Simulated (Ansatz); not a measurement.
**H₄InO₄ (charge −1): density, localisation and related maps**

The calculation's input:

```
crystal:
  periodic: [false, false, false]
  atoms:
    - {symbol: In, position_ang: [0.000477, 0.000814, -0.000645]}
    - {symbol: O, position_ang: [-0.018686, 0.156812, 2.064848]}
    - {symbol: H, position_ang: [-0.651069, 0.840776, 2.302073]}
    - {symbol: O, position_ang: [1.999539, -0.107984, -0.532194]}
    - {symbol: H, position_ang: [2.521724, 0.093684, 0.249159]}
    - {symbol: O, position_ang: [-1.085829, 1.622282, -0.694454]}
    - {symbol: H, position_ang: [-1.677248, 1.305652, -1.382794]}
    - {symbol: O, position_ang: [-0.893557, -1.668618, -0.840107]}
    - {symbol: H, position_ang: [-0.195351, -2.243418, -1.165865]}
basis:
  gaussian: {orbitals: def2-TZVPD, initial_orbitals: start.molden}
total_charge: -1
hamiltonian: {xc: pbe0, dispersion: d4}
scf: {omitted_lower_state_checks: [starts]}
output: {forces: true, orbitals: {seedname: orbitals}}
```

Run with:

```sh
ansatz run in.yaml --threads 4 --pin off --events-out ev --progress --plain --max-ram 3916MiB
```

Geometry: PBE0-D4/def2-SVPD; core potentials replace the inner electrons of In.

All numbers below come from RKS PBE0-D4/def2-TZVPD in Ansatz 0.2.0.

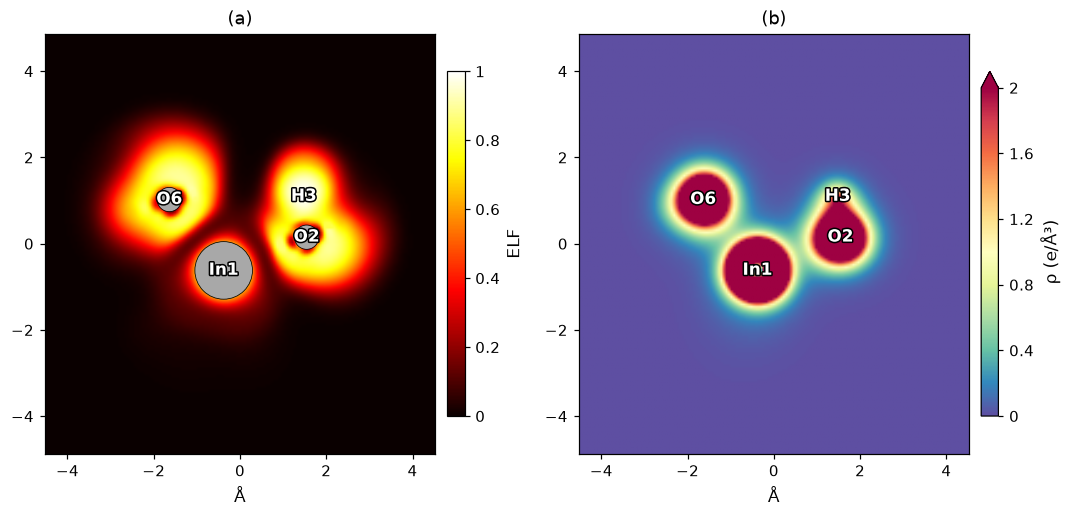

Figure 1. (a) ELF; (b) electron density on the plane of atoms O2, In1 and O6. Grey discs cover the atomic cores in the ELF map.

Q: What does the map show?

A: Atoms in the plane: In, O and H. In–O (2.07 Å): ρ is about 0.65 e/Å³ halfway; the ELF peaks at about 0.85 in the valence shell of O, 0.6 Å from its nucleus, and drops to about 0.15 between the two atoms. O–H (0.96 Å): ρ is about 3.7 e/Å³ halfway; the ELF climbs to about 1 towards the hydrogen, as it does in any bond to H; an ordinary covalent bond to hydrogen. The ELF also peaks beside O2 and O6, away from the bonds: lone-pair regions.

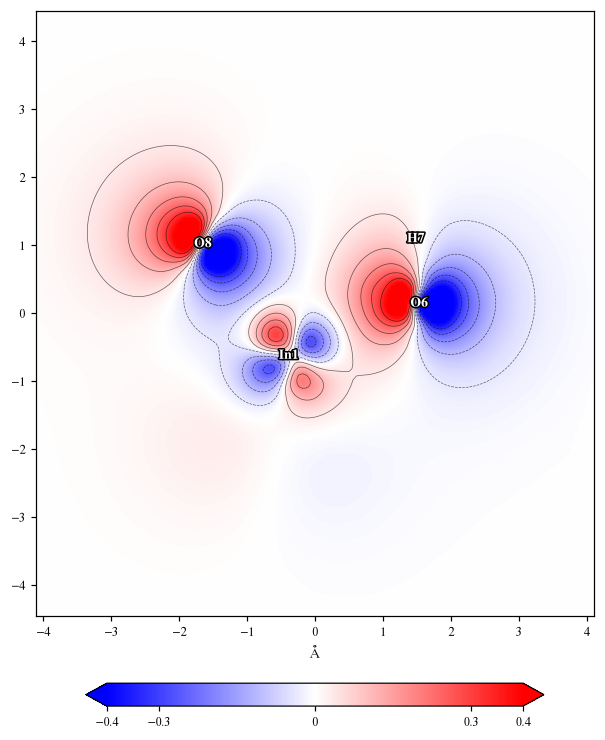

Figure 2. The HOMO on the plane of atoms O6, In1 and O8 (values in Å⁻³ᐟ²; the overall sign is arbitrary).

Q: What is the character of this orbital?

A: By Hirshfeld shares it lies mainly on O2 (about 20 %), O4 (about 20 %), O6 (about 20 %), O8 (about 20 %) and In1 (about 10 %); largely a combination of lone pairs on O2, O4, O6 and O8. Its energy is −3.23 eV.

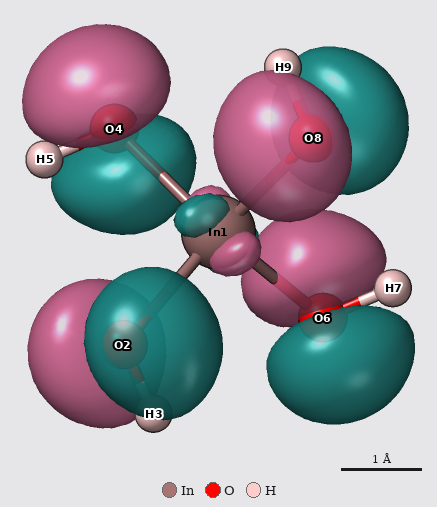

Figure 3. The HOMO−1 at ±0.08 Å⁻³ᐟ² (teal and pink are the two phases), seen across its widest extent.

Q: Describe this orbital and give its energy.

A: By Hirshfeld shares it lies mainly on O2 (about 20 %), O4 (about 20 %), O6 (about 20 %), O8 (about 20 %) and In1 (about 5 %); largely a combination of lone pairs on O2, O4, O6 and O8. Its energy is −3.37 eV.
